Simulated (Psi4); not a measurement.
# AlH2O (SMILES [O][AlH2]) at U-wB97X-D/aug-cc-pVDZ (sweep point 1)

What is the vertical electron affinity of AlH2O at U-wB97X-D/aug-cc-pVDZ (sweep point 1)? 

Program for the calculation: Psi4 1.11.

### 1 The structure to begin with

AlH2O has 4 atoms, charge 0, and is taken as a doublet. As SMILES, `[O][AlH2]`. The shape is that of a PBE0-D4/def2-TZVP optimisation.

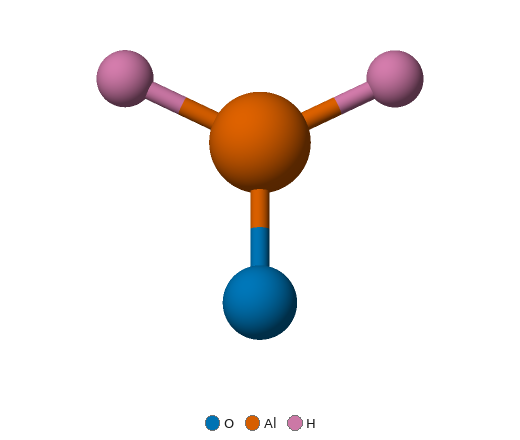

Viewed from a chosen angle; oxygen blue, aluminium orange, hydrogen pink.

### 2 The energy at U-wB97X-D/aug-cc-pVDZ (sweep point 1)

Input file job.inp:

```
memory 1600 mb

molecule {
  0 2
  O      0.062600    -0.856300     1.401400
  Al     0.011300     0.029900    -0.080400
  H     -1.149600    -0.360800    -1.076000
  H      1.131100     1.126800    -0.265300
  symmetry c1
}

set {
  basis                aug-cc-pVDZ
  reference            uks
  puream               true
  scf_type             pk
  dft_radial_points    99
  dft_spherical_points 590
  maxiter              150
}

E, wfn = energy('wb97x-d', return_wfn=True)
```

Launch:

```console
$ psi4 job.inp job.out -n 1
```

job.out, cut to the lines that bear on the results:

```text
[...]
  Running in c1 symmetry.
[...]
  Nuclear repulsion =   43.785130971524083
[...]
  Multiplicity = 2
[...]
  Nalpha       = 12
  Nbeta        = 11
[...]
    Number of basis functions: 68
[...]
   @UKS iter   1:  -318.31630289442995   -4.70901e-01   1.30613e-02 ADIIS/DIIS
[...]
   @UKS iter  11:  -318.77341034292823   -3.20613e-08   3.40134e-07 DIIS
[...]
   @S^2 Observed:                7.548634923E-01
[...]
    Orbital Energies [Eh]
    ---------------------
    Alpha Occupied:
       1A    -56.221704     2A    -19.315208     3A     -4.276296
       4A     -2.819606     5A     -2.814003     6A     -2.811747
       7A     -1.068061     8A     -0.525455     9A     -0.498662
      10A     -0.444072    11A     -0.433741    12A     -0.402002
    Alpha Virtual:
      13A      0.005187    14A      0.033077    15A      0.036287
      16A      0.045946    17A      0.056799    18A      0.072222
      19A      0.095935    20A      0.107350    21A      0.126966
      22A      0.133652    23A      0.155755    24A      0.156878
      25A      0.167830    26A      0.242787    27A      0.269758
[...]
  @UKS Final Energy:  -318.77341034292823
   => Energetics <=
    Nuclear Repulsion Energy =             43.7851309715240831
    One-Electron Energy =                -528.8349897758469069
    Two-Electron Energy =                 186.2199493787956328
    DFT Exchange-Correlation Energy =     -19.9430878007568708
    Empirical Dispersion Energy =          -0.0004131166441835
    VV10 Nonlocal Energy =                  0.0000000000000000
    Total Energy =                       -318.7734103429282300
[...]
 Multipole Moments:
 ------------------------------------------------------------------------------------
     Multipole            Electronic (a.u.)      Nuclear  (a.u.)        Total (a.u.)
 ------------------------------------------------------------------------------------
 L = 1.  Multiply by 2.5417464519 to convert [e a0] to [Debye]
 Dipole X            :          0.0334352           -0.0547747           -0.0213395
 Dipole Y            :         -0.5719516            0.9427464            0.3707948
 Dipole Z            :          0.9558811           -1.5760525           -0.6201713
 Magnitude           :                                                    0.7228808
[...]
```

Run time: 13 s. Hardware: 1 thread of Intel Xeon Platinum 8559C (Emerald Rapids), shared host; peak memory 0.78 GiB.

### 3 The singlet anion

Input file calc.dat:

```
memory 1.6 GB

molecule mol {
  -1 1
  O      0.062600    -0.856300     1.401400
  Al     0.011300     0.029900    -0.080400
  H     -1.149600    -0.360800    -1.076000
  H      1.131100     1.126800    -0.265300
  symmetry c1
}

set {
  puream true
  scf_type pk
  dft_radial_points 99
  dft_spherical_points 590
}

E, wfn = energy('wb97x-d/aug-cc-pVDZ', return_wfn=True)
```

Launch:

```console
$ psi4 -i calc.dat -o calc.out -n 1
```

calc.out, cut to the lines that bear on the results:

```text
[...]
  Running in c1 symmetry.
[...]
  Nuclear repulsion =   43.785130971524083
[...]
  Multiplicity = 1
[...]
  Nalpha       = 12
  Nbeta        = 12
[...]
    Number of basis functions: 68
[...]
   @RKS iter   1:  -318.46019203117470   -6.14790e-01   1.36762e-02 DIIS/ADIIS
[...]
   @RKS iter  10:  -318.85834001809263   -9.36204e-08   7.20613e-07 DIIS
[...]
    Orbital Energies [Eh]
    ---------------------
    Doubly Occupied:
       1A    -55.972054     2A    -18.960491     3A     -4.026382
       4A     -2.569621     5A     -2.563456     6A     -2.562446
       7A     -0.698336     8A     -0.290655     9A     -0.205793
      10A     -0.133547    11A     -0.100414    12A     -0.085500
[...]
  @RKS Final Energy:  -318.85834001809263
   => Energetics <=
    Nuclear Repulsion Energy =             43.7851309715240831
    One-Electron Energy =                -535.2246147218671695
    Two-Electron Energy =                 192.6323503705606583
    DFT Exchange-Correlation Energy =     -20.0507935216660549
    Empirical Dispersion Energy =          -0.0004131166441835
    VV10 Nonlocal Energy =                  0.0000000000000000
    Total Energy =                       -318.8583400180926333
[...]
 Multipole Moments:
 ------------------------------------------------------------------------------------
     Multipole            Electronic (a.u.)      Nuclear  (a.u.)        Total (a.u.)
 ------------------------------------------------------------------------------------
 L = 1.  Multiply by 2.5417464519 to convert [e a0] to [Debye]
 Dipole X            :          0.0163158           -0.0547747           -0.0384588
 Dipole Y            :         -0.2760636            0.9427464            0.6666828
 Dipole Z            :          0.4612171           -1.5760525           -1.1148354
 Magnitude           :                                                    1.2995395
[...]
```

It took 8.1 s on 1 thread of Intel Xeon Platinum 8559C (Emerald Rapids), shared host; peak memory 0.78 GiB.

### 4 What came out

At U-wB97X-D/aug-cc-pVDZ (sweep point 1):

| quantity | value |
| --- | --- |
| doublet AlH2O: total energy | -318.77341 Eh |
| doublet AlH2O: dipole moment | 1.84 D |
| doublet AlH2O: HOMO energy (highest over α and β) | -10.94 eV |
| doublet AlH2O: LUMO energy (lowest over α and β) | -2.52 eV |
| doublet AlH2O: dispersion energy | -1.08 kJ/mol |
| doublet AlH2O: ⟨S²⟩ | 0.755 |
| singlet anion: total energy | -318.85834 Eh |
| singlet anion: HOMO energy | -2.33 eV |
| singlet anion: LUMO energy | 3.61 eV |
| singlet anion: HOMO–LUMO gap (to an unbound level, set by the basis) | 5.94 eV |
| singlet anion: dispersion energy | -1.08 kJ/mol |
| vertical electron affinity (to the singlet anion) | 2.311 eV |

What this shows: At fixed nuclei the extra electron is bound by 2.31 eV (223 kJ/mol).
